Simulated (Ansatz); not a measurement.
Consider Sn4SeS3.

```
Sn Se S
1.0
     4.17460    0.00000    0.00000
    -2.08730    3.61531    0.00000
     0.00000    0.00000   40.87890
Sn Se S
12 3 9
Direct
  0.33333 0.66667 0.28912
  0.00000 0.00000 0.62246
  0.66667 0.33333 0.95579
  0.66667 0.33333 0.20748
  0.33333 0.66667 0.54082
  0.00000 0.00000 0.87415
  0.00000 0.00000 0.12585
  0.66667 0.33333 0.45918
  0.33333 0.66667 0.79252
  0.33333 0.66667 0.04421
  0.00000 0.00000 0.37755
  0.66667 0.33333 0.71088
  0.00000 0.00000 0.00000
  0.66667 0.33333 0.33333
  0.33333 0.66667 0.66667
  0.00000 0.00000 0.24835
  0.66667 0.33333 0.58168
  0.33333 0.66667 0.91502
  0.33333 0.66667 0.16667
  0.00000 0.00000 0.50000
  0.66667 0.33333 0.83333
  0.66667 0.33333 0.08498
  0.33333 0.66667 0.41832
  0.00000 0.00000 0.75165
```

Space group R-3m; a structure generated by program, which may or may not match a known phase.

These are results of Ansatz 0.2.0, DFT PBE, scalar-relativistic, plane waves, PAW, not measurements.

Q: What will maps of the valence pseudo-density and electron localisation function show?

A: Sn–S (2.93 Å): ρ at the midpoint is about 0.23 e/Å³; the ELF peaks at about 0.85 in the valence shell of S, 0.8 Å from its nucleus, and drops to about 0.30 between the two atoms.
Sn–Se (3.01 Å): the density is about 0.22 e/Å³ at the midpoint; the ELF is about 0.40 at the midpoint.
Bader's partition of the density gives Sn +0.94 to +1.01, Se −0.88 and S −1.01 e.

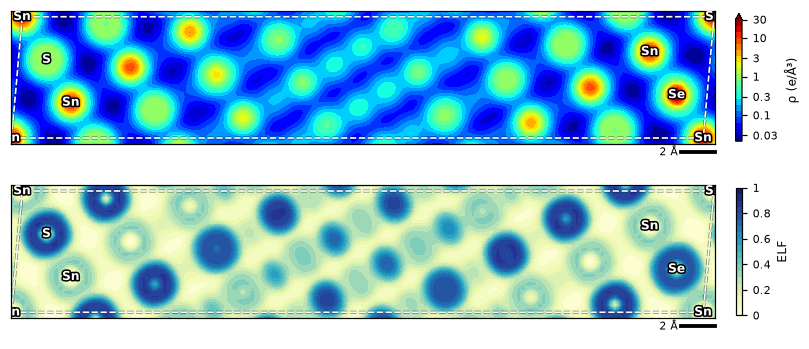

Computed valence pseudo-density and electron localisation function on the (111) plane of the conventional cell, in this order. Atoms just off the plane (Sn, 0.3 Å away, Se, 0.6 Å away and S, 0.3 Å away) can leave unmarked features too.

Core electrons are frozen (PAW), and the valence fields are smoothed inside the atomic spheres.
